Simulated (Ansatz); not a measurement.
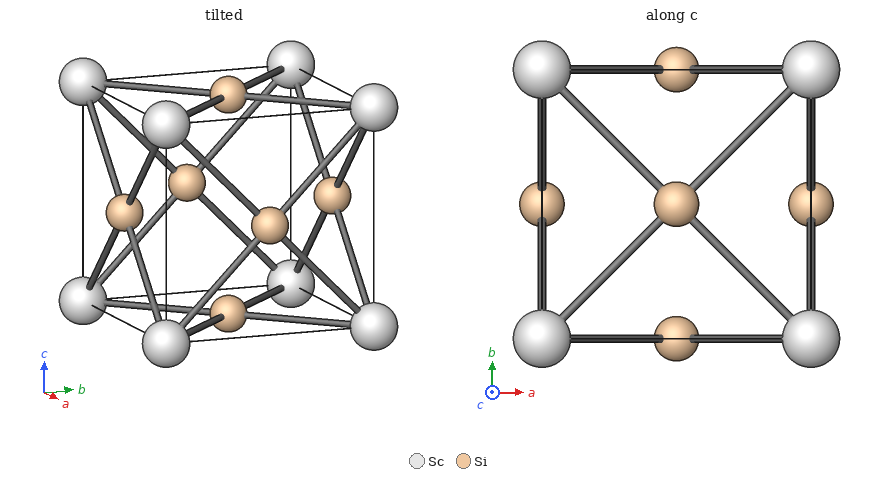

We look at a ball-and-stick model of the crystal slightly off an axis and along the c axis. The frame is the conventional unit cell; atoms at its boundary are shown with their periodic copies.

ScSi$_{3}$, Cu₃Au (L1₂) type, space group Pm-3m (No. 221), a = 3.966 Å, b = 3.966 Å, c = 3.966 Å, α = 90.00°, β = 90.00°, γ = 90.00°. Source of the structure: a structure type filled with these elements by a generator (whether the compound takes this form wasn't checked). The cell was then strained or its atoms displaced on purpose. It went into a calculation with Ansatz.

This one geometry was computed with Ansatz (DFT, plane waves, PAW) at five levels of theory: PBE, PBE with spin-orbit coupling, LDA, r2SCAN and PBEsol.

> Which level gives the highest pressure at this volume, and what does that say about its equilibrium volume?

Highest: PBE (0.0 GPa) and PBE with spin-orbit coupling (0.0 GPa), which points to the largest equilibrium volume. Lowest, with the smallest volume: LDA (-5.3 GPa). Levels within 0.5 GPa of each other can't be told apart.

> How does the band gap change with the level of theory?

All levels give a metal.

> Collect the results in a table.

| level | cutoff (eV) | k-mesh of the run's cell | gap (eV) | pressure (GPa) |
| --- | --- | --- | --- | --- |
| PBE | 420 | 8×8×8 | metal | 0.0 |
| PBE with spin-orbit coupling | 420 | 8×8×8 | metal | 0.0 |
| LDA | 420 | 8×8×8 | metal | -5.3 |
| r2SCAN | 500 | 8×8×8 | metal | -1.3 |
| PBEsol | 420 | 8×8×8 | metal | -3.2 |

Gaps are taken on the k-mesh or band path of each run.
